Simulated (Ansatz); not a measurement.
Molecular dynamics, with input and output: LiTa$_{16}$ (part 5 of 5)

Continued. System: LiTa$_{16}$ (defect cell, 17 atoms in the cell). Method: DFT PBE, scalar-relativistic, plane waves, PAW, no spin polarisation (Ansatz 0.2.0); cutoff 420 eV, 2×2×2 k-mesh, Fermi–Dirac smearing of 0.05 eV. It belongs to a series of runs on one base structure; here: dynamics from the start.

Geometry of the input (Å; fractional positions):
```
6.6200  0.0000  0.0000
0.0000  6.6200  0.0000
0.0000  0.0000  6.6200
Ta -0.0072  0.0019  0.0000
Ta 0.4782  -0.0350  0.0000
Ta -0.0072  0.4968  0.0000
Ta 0.0096  -0.0042  0.5000
Ta 0.2579  0.2494  0.2475
Ta 0.4785  0.5336  0.0000
Ta 0.5010  -0.0039  0.5000
Ta 0.7724  0.2495  0.2843
Ta 0.0096  0.5030  0.5000
Ta 0.2411  0.7493  0.2536
Ta 0.2579  0.2494  0.7526
Ta 0.5010  0.5028  0.5000
Ta 0.7497  0.7494  0.2534
Ta 0.7724  0.2495  0.7158
Ta 0.2411  0.7493  0.7465
Ta 0.7497  0.7494  0.7467
Li 0.6254  0.2491  0.0001
```

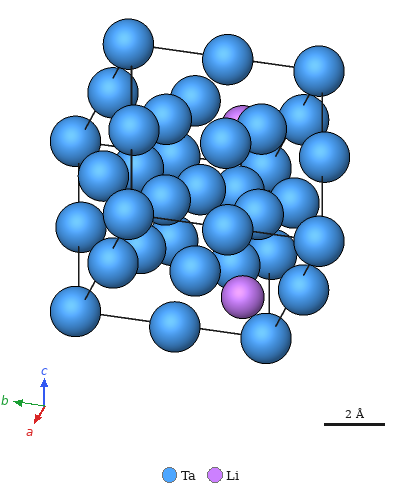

*The geometry at step 186 of the log (spheres-only view of the cell of the calculation, seen at an oblique angle).*

**Trajectory as extended XYZ, continued**
```
17
Lattice="6.6200 0.0000 0.0000 0.0000 6.6200 0.0000 0.0000 0.0000 6.6200" Properties=species:S:1:pos:R:3:forces:R:3 step=162 time_fs=243.0 energy=-159116.05588 temperature=737.7
Ta    0.1363    0.1289   -0.0156   -2.2237  -1.8391   0.1884
Ta    3.2143   -0.2045   -0.0566    0.2076   0.5528   1.1318
Ta   -0.1144    3.4374   -0.0950    0.6916  -1.2201   1.4886
Ta    0.1481   -0.1174    3.2948   -1.0806   1.2750   0.3272
Ta    1.6129    1.7482    1.6394    0.9034  -0.1822  -0.1835
Ta    3.1555    3.5469    0.0791   -0.4219   0.7859  -0.1276
Ta    3.1873   -0.0024    3.2111    1.5673  -0.3719   1.1583
Ta    5.1976    1.5925    1.8126   -0.8955   0.5392   0.8730
Ta    0.0135    3.4023    3.3736   -0.3115  -1.4231  -0.4842
Ta    1.5384    4.9905    1.7109    1.0922  -0.7456  -1.0539
Ta    1.6992    1.6300    5.0734    0.5254   0.7104  -1.4005
Ta    3.2792    3.2167    3.3386    0.4389   0.5451  -0.1008
Ta    4.9053    4.9948    1.7628    0.3374  -0.2451  -1.0531
Ta    5.2042    1.4186    4.7013   -0.4534   1.2210  -0.4792
Ta    1.6626    4.8950    4.9582   -0.4666   0.9516  -0.0411
Ta    4.9166    4.9714    4.9395    0.1196  -0.0222  -0.3034
Li    4.2033    1.8163   -0.1045   -0.0304  -0.5315   0.0601
17
Lattice="6.6200 0.0000 0.0000 0.0000 6.6200 0.0000 0.0000 0.0000 6.6200" Properties=species:S:1:pos:R:3:forces:R:3 step=167 time_fs=250.5 energy=-159115.88971 temperature=686.6
Ta    0.1267    0.1349   -0.0124   -2.2651  -2.0270   0.1043
Ta    3.1979   -0.2060   -0.0651    0.1921   0.0365   1.0899
Ta   -0.1198    3.4177   -0.1161    0.6664  -1.1318   1.7563
Ta    0.1501   -0.1258    3.3114   -1.1439   1.3860  -0.0571
Ta    1.5931    1.7584    1.6423    1.1137  -0.2599  -0.1541
Ta    3.1537    3.5380    0.0822   -0.4532   1.4838  -0.4529
Ta    3.1725    0.0224    3.2205    1.7614  -0.6473   0.9627
Ta    5.2126    1.5842    1.8080   -0.7177   0.6549   1.1820
Ta    0.0377    3.3915    3.3722   -0.6298  -1.2883  -0.5404
Ta    1.5366    5.0010    1.7157    1.1519  -0.9143  -1.1878
Ta    1.6906    1.6283    5.0790    0.6465   0.8321  -1.5296
Ta    3.2971    3.2300    3.3563    0.2635   0.4230  -0.3604
Ta    4.9121    4.9816    1.7682    0.2798  -0.0888  -1.0622
Ta    5.1975    1.4165    4.6851   -0.9517   1.4969   0.6843
Ta    1.6489    4.9066    4.9355   -0.0277   0.7194   0.5447
Ta    4.9528    4.9711    4.9416   -0.4056   0.0426  -0.3225
Li    4.1055    1.7812   -0.0003    0.5195  -0.7178  -0.6572
17
Lattice="6.6200 0.0000 0.0000 0.0000 6.6200 0.0000 0.0000 0.0000 6.6200" Properties=species:S:1:pos:R:3:forces:R:3 step=172 time_fs=258.0 energy=-159115.74070 temperature=641.4
Ta    0.1101    0.1348   -0.0088   -2.1351  -2.1229   0.0049
Ta    3.1818   -0.2075   -0.0705   -0.0255  -0.6671   1.0059
Ta   -0.1232    3.3942   -0.1324    0.6315  -0.9819   1.9368
Ta    0.1488   -0.1302    3.3281   -1.1323   1.4470  -0.4776
Ta    1.5763    1.7679    1.6448    1.2928  -0.3831  -0.1468
Ta    3.1505    3.5332    0.0839   -0.0864   1.4044  -0.6876
Ta    3.1628    0.0458    3.2331    1.8594  -0.8770   0.7158
Ta    5.2257    1.5778    1.8068   -0.6796   0.8405   1.2917
Ta    0.0606    3.3766    3.3692   -0.8780  -1.0496  -0.5765
Ta    1.5383    5.0091    1.7170    1.1129  -0.9965  -1.1855
Ta    1.6838    1.6289    5.0800    0.7073   0.8772  -1.5477
Ta    3.3162    3.2449    3.3733    0.0788   0.3166  -0.5957
Ta    4.9199    4.9678    1.7704    0.2405   0.0669  -1.0438
Ta    5.1879    1.4189    4.6705   -1.1621   1.6536   1.3349
Ta    1.6347    4.9206    4.9139    0.3641   0.4624   1.0740
Ta    4.9886    4.9709    4.9428   -0.8814   0.0717  -0.2947
Li    4.0441    1.6945    0.0579    0.6931  -0.0622  -0.8082
17
Lattice="6.6200 0.0000 0.0000 0.0000 6.6200 0.0000 0.0000 0.0000 6.6200" Properties=species:S:1:pos:R:3:forces:R:3 step=177 time_fs=265.5 energy=-159115.65599 temperature=626.4
Ta    0.0867    0.1283   -0.0052   -1.8345  -2.1139  -0.0912
Ta    3.1652   -0.2110   -0.0729   -0.3221  -1.2406   0.9780
Ta   -0.1248    3.3672   -0.1432    0.6203  -0.7672   2.0198
Ta    0.1439   -0.1303    3.3437   -1.0582   1.4872  -0.9020
Ta    1.5631    1.7765    1.6469    1.5119  -0.5516  -0.1953
Ta    3.1470    3.5325    0.0836    0.3177   0.9396  -0.7658
Ta    3.1584    0.0670    3.2481    1.8767  -1.0594   0.4502
Ta    5.2369    1.5737    1.8095   -0.8742   0.9917   1.2237
Ta    0.0812    3.3583    3.3643   -1.0369  -0.7366  -0.5609
Ta    1.5433    5.0143    1.7147    0.9935  -1.0008  -1.0645
Ta    1.6790    1.6323    5.0765    0.6939   0.8450  -1.4507
Ta    3.3359    3.2610    3.3889   -0.1037   0.2138  -0.7812
Ta    4.9286    4.9539    1.7696    0.2144   0.2123  -1.0067
Ta    5.1746    1.4263    4.6595   -1.1023   1.6832   1.5433
Ta    1.6214    4.9362    4.8951    0.6726   0.1678   1.4823
Ta    5.0225    4.9709    4.9431   -1.3045   0.0689  -0.2345
Li    4.0356    1.6028    0.0554    0.7353   0.8605  -0.6445
17
Lattice="6.6200 0.0000 0.0000 0.0000 6.6200 0.0000 0.0000 0.0000 6.6200" Properties=species:S:1:pos:R:3:forces:R:3 step=181 time_fs=271.5 energy=-159115.68203 temperature=660.3
Ta    0.0636    0.1184   -0.0024   -1.4963  -2.0240  -0.1524
Ta    3.1510   -0.2165   -0.0727   -0.3586  -1.1741   1.0421
Ta   -0.1248    3.3436   -0.1477    0.6356  -0.5596   2.0199
Ta    0.1377   -0.1272    3.3545   -0.9526   1.4967  -1.2148
Ta    1.5556    1.7824    1.6482    1.7030  -0.7052  -0.2647
Ta    3.1448    3.5341    0.0817    0.4720   0.6403  -0.7563
Ta    3.1590    0.0820    3.2613    1.8335  -1.1876   0.2406
Ta    5.2442    1.5725    1.8143   -1.1464   1.0153   1.1022
Ta    0.0959    3.3417    3.3592   -1.0962  -0.4523  -0.5074
Ta    1.5496    5.0163    1.7106    0.8563  -0.9630  -0.8851
Ta    1.6766    1.6368    5.0704    0.6431   0.7698  -1.2906
Ta    3.3518    3.2746    3.3999   -0.2520   0.1322  -0.8965
Ta    4.9361    4.9430    1.7667    0.2002   0.3095  -0.9675
Ta    5.1614    1.4360    4.6539   -0.8685   1.6295   1.4069
Ta    1.6119    4.9494    4.8829    0.8405  -0.0883   1.6868
Ta    5.0473    4.9710    4.9428   -1.6032   0.0480  -0.1713
Li    4.0697    1.5716    0.0163    0.5897   1.1127  -0.3920
17
Lattice="6.6200 0.0000 0.0000 0.0000 6.6200 0.0000 0.0000 0.0000 6.6200" Properties=species:S:1:pos:R:3:forces:R:3 step=186 time_fs=279.0 energy=-159115.80809 temperature=750.2
Ta    0.0302    0.1004    0.0007   -1.0059  -1.8030  -0.2009
Ta    3.1322   -0.2263   -0.0696    0.0402  -0.3396   1.1269
Ta   -0.1230    3.3120   -0.1478    0.7151  -0.2349   1.9390
Ta    0.1272   -0.1191    3.3650   -0.7566   1.4556  -1.5301
Ta    1.5507    1.7878    1.6491    1.8969  -0.9052  -0.3476
Ta    3.1432    3.5378    0.0772    0.4465   0.4575  -0.6943
Ta    3.1646    0.0978    3.2788    1.7109  -1.3395  -0.0167
Ta    5.2502    1.5738    1.8235   -1.5404   0.9119   0.8974
Ta    0.1115    3.3194    3.3512   -1.0926  -0.0605  -0.3978
Ta    1.5599    5.0164    1.7029    0.6368  -0.8861  -0.5678
Ta    1.6752    1.6447    5.0592    0.5582   0.6266  -1.0092
Ta    3.3713    3.2923    3.4115   -0.4448   0.0426  -1.0087
Ta    4.9463    4.9301    1.7604    0.1820   0.4080  -0.9026
Ta    5.1424    1.4528    4.6504   -0.3800   1.4461   0.8807
Ta    1.6022    4.9659    4.8720    0.9352  -0.4064   1.7798
Ta    5.0745    4.9713    4.9420   -1.9197  -0.0172  -0.0756
Li    4.1511    1.6062   -0.0584    0.0182   0.6442   0.1276
17
Lattice="6.6200 0.0000 0.0000 0.0000 6.6200 0.0000 0.0000 0.0000 6.6200" Properties=species:S:1:pos:R:3:forces:R:3 step=191 time_fs=286.5 energy=-159115.84418 temperature=799.4
Ta   -0.0069    0.0765    0.0033   -0.5096  -1.4531  -0.2178
Ta    3.1131   -0.2374   -0.0631    0.6691   0.7068   1.0744
Ta   -0.1190    3.2790   -0.1421    0.8836   0.1780   1.7702
Ta    0.1142   -0.1065    3.3710   -0.4958   1.3118  -1.7246
Ta    1.5514    1.7907    1.6490    1.9928  -1.1164  -0.4007
Ta    3.1430    3.5430    0.0706    0.2730   0.4178  -0.6151
Ta    3.1755    0.1099    3.2966    1.5340  -1.4823  -0.2717
Ta    5.2517    1.5778    1.8355   -1.8805   0.7143   0.6151
Ta    0.1242    3.2964    3.3420   -1.0305   0.3819  -0.2471
Ta    1.5724    5.0137    1.6934    0.3616  -0.7910  -0.1960
Ta    1.6756    1.6546    5.0447    0.4687   0.4407  -0.6859
Ta    3.3898    3.3105    3.4202   -0.6410  -0.0163  -1.0938
Ta    4.9572    4.9181    1.7512    0.1556   0.4903  -0.8145
Ta    5.1218    1.4742    4.6495    0.1191   1.1066   0.2805
Ta    1.5950    4.9815    4.8663    0.9112  -0.6801   1.7195
Ta    5.0965    4.9716    4.9410   -2.1625  -0.1402   0.0210
Li    4.2351    1.6911   -0.1236   -0.6486  -0.0688   0.7865
17
Lattice="6.6200 0.0000 0.0000 0.0000 6.6200 0.0000 0.0000 0.0000 6.6200" Properties=species:S:1:pos:R:3:forces:R:3 step=196 time_fs=294.0 energy=-159115.83896 temperature=828.7
Ta   -0.0463    0.0478    0.0053   -0.0575  -0.9867  -0.2133
Ta    3.0956   -0.2466   -0.0532    1.1515   1.4203   0.8979
Ta   -0.1122    3.2460   -0.1309    1.0153   0.5966   1.5307
Ta    0.0994   -0.0897    3.3720   -0.1836   1.0316  -1.7775
Ta    1.5581    1.7902    1.6476    1.9989  -1.3149  -0.4260
Ta    3.1435    3.5496    0.0620    0.0308   0.5023  -0.5805
Ta    3.1913    0.1178    3.3139    1.3185  -1.5884  -0.5095
Ta    5.2476    1.5840    1.8496   -1.9902   0.4906   0.3411
Ta    0.1340    3.2742    3.3317   -0.9271   0.8621  -0.0707
Ta    1.5862    5.0086    1.6831    0.0469  -0.6835   0.1832
Ta    1.6773    1.6661    5.0278    0.3814   0.2216  -0.3718
Ta    3.4068    3.3290    3.4258   -0.8268  -0.0468  -1.1710
Ta    4.9688    4.9073    1.7394    0.1105   0.5527  -0.6945
Ta    5.1010    1.4994    4.6496    0.3245   0.7449   0.2525
Ta    1.5905    4.9954    4.8656    0.7989  -0.8711   1.5292
Ta    5.1124    4.9714    4.9400   -2.3157  -0.2768   0.0900
Li    4.2725    1.7733   -0.1310   -0.8764  -0.6545   0.9903
17
Lattice="6.6200 0.0000 0.0000 0.0000 6.6200 0.0000 0.0000 0.0000 6.6200" Properties=species:S:1:pos:R:3:forces:R:3 step=200 time_fs=300.0 energy=-159115.91244 temperature=889.9
Ta   -0.0786    0.0222    0.0064    0.2819  -0.5615  -0.1957
Ta    3.0838   -0.2511   -0.0432    1.3315   1.6495   0.7174
Ta   -0.1046    3.2203   -0.1185    0.9549   0.8501   1.3002
Ta    0.0870   -0.0737    3.3689    0.0816   0.7209  -1.7164
Ta    1.5679    1.7870    1.6456    1.9423  -1.4324  -0.4259
Ta    3.1440    3.5561    0.0536   -0.1130   0.5961  -0.6160
Ta    3.2071    0.1207    3.3269    1.1169  -1.6260  -0.6764
Ta    5.2400    1.5902    1.8619   -1.8477   0.3272   0.2052
Ta    0.1399    3.2579    3.3232   -0.8250   1.2435   0.0671
Ta    1.5975    5.0029    1.6751   -0.2116  -0.5830   0.4712
Ta    1.6796    1.6759    5.0132    0.3169   0.0332  -0.1439
Ta    3.4188    3.3440    3.4279   -0.9587  -0.0595  -1.2424
Ta    4.9785    4.8997    1.7283    0.0536   0.5783  -0.5687
Ta    5.0848    1.5216    4.6503    0.2647   0.5765   0.7883
Ta    1.5885    5.0049    4.8683    0.6696  -0.9594   1.3000
Ta    5.1203    4.9707    4.9393   -2.3642  -0.3533   0.1152
Li    4.2551    1.8056   -0.0830   -0.6936  -1.0001   0.6210
17
Lattice="6.6200 0.0000 0.0000 0.0000 6.6200 0.0000 0.0000 0.0000 6.6200" Properties=species:S:1:pos:R:3:forces:R:3 step=205 time_fs=307.5 energy=-159116.06773 temperature=998.0
Ta   -0.1188   -0.0117    0.0074    0.7205  -0.0132  -0.1540
Ta    3.0723   -0.2525   -0.0285    1.2901   1.4939   0.4560
Ta   -0.0923    3.1900   -0.0992    0.6412   1.0382   0.9838
Ta    0.0714   -0.0516    3.3604    0.3865   0.2704  -1.5135
Ta    1.5857    1.7790    1.6419    1.7579  -1.4947  -0.3751
Ta    3.1444    3.5659    0.0414   -0.0006   0.4683  -0.7157
Ta    3.2301    0.1201    3.3416    0.8291  -1.5998  -0.8539
Ta    5.2254    1.5989    1.8781   -1.4386   0.2013   0.0904
Ta    0.1453    3.2407    3.3126   -0.6930   1.6654   0.2072
Ta    1.6113    4.9942    1.6662   -0.5195  -0.4373   0.7765
Ta    1.6833    1.6885    4.9944    0.2537  -0.2038   0.1127
Ta    3.4315    3.3628    3.4271   -1.1042  -0.0676  -1.3363
Ta    4.9910    4.8916    1.7126   -0.0552   0.5808  -0.3716
Ta    5.0649    1.5514    4.6535    0.1267   0.4853   1.7146
Ta    1.5878    5.0143    4.8753    0.4788  -0.9861   0.9616
Ta    5.1240    4.9688    4.9388   -2.3374  -0.3865   0.1127
Li    4.1858    1.7764    0.0176   -0.3360  -1.0147  -0.0955
17
Lattice="6.6200 0.0000 0.0000 0.0000 6.6200 0.0000 0.0000 0.0000 6.6200" Properties=species:S:1:pos:R:3:forces:R:3 step=210 time_fs=315.0 energy=-159116.17552 temperature=1083.3
Ta   -0.1575   -0.0462    0.0079    1.1827   0.5270  -0.1100
Ta    3.0645   -0.2495   -0.0123    0.9385   0.7817   0.1338
Ta   -0.0779    3.1623   -0.0766    0.2410   1.1615   0.6453
Ta    0.0568   -0.0282    3.3472    0.6414  -0.1836  -1.1792
Ta    1.6090    1.7663    1.6370    1.4125  -1.4536  -0.2184
Ta    3.1449    3.5771    0.0268    0.4725  -0.1077  -0.7674
Ta    3.2560    0.1146    3.3539    0.5097  -1.4804  -0.9903
Ta    5.2062    1.6084    1.8948   -0.9839   0.2013  -0.1472
Ta    0.1486    3.2281    3.3025   -0.5687   1.9728   0.2982
Ta    1.6238    4.9839    1.6595   -0.7840  -0.2796   0.9900
Ta    1.6879    1.7006    4.9755    0.1984  -0.4364   0.3324
Ta    3.4410    3.3818    3.4222   -1.2277  -0.0967  -1.3893
Ta    5.0034    4.8852    1.6956   -0.2069   0.5739  -0.1320
Ta    5.0450    1.5832    4.6619    0.0923   0.3797   2.4202
Ta    1.5885    5.0209    4.8854    0.2598  -0.9179   0.6147
Ta    5.1206    4.9658    4.9387   -2.2195  -0.3628   0.0882
Li    4.0888    1.6717    0.1140    0.0416  -0.2791  -0.5889
```

**Summary**

- outcome: finished
- mean temperature over the second half: 687 K
- trajectory: 210 steps, 315 fs
- ensemble: nvt_nose_hoover
- temperature in the input: 900.0 K
- time step: 1.5 fs
- electrons treated: 211
- potential energy (free energy of the electrons) (last step): −159116.1755 eV
- Fermi energy (last step): 18.936 eV
- largest force (length of the vector) (last step): 2.452 eV/Å
- hardware: 2 threads of Intel Xeon @ 2.50GHz (Skylake/Cascade Lake), 16 GiB of memory available, shared host
- wall time: 19 min (CPU time 38 min)
- peak memory: 1.1 GiB

**Remarks**

The input asks for low accuracy. Spin–orbit coupling is left out, which matters for Ta. So short a trajectory is not equilibrated.
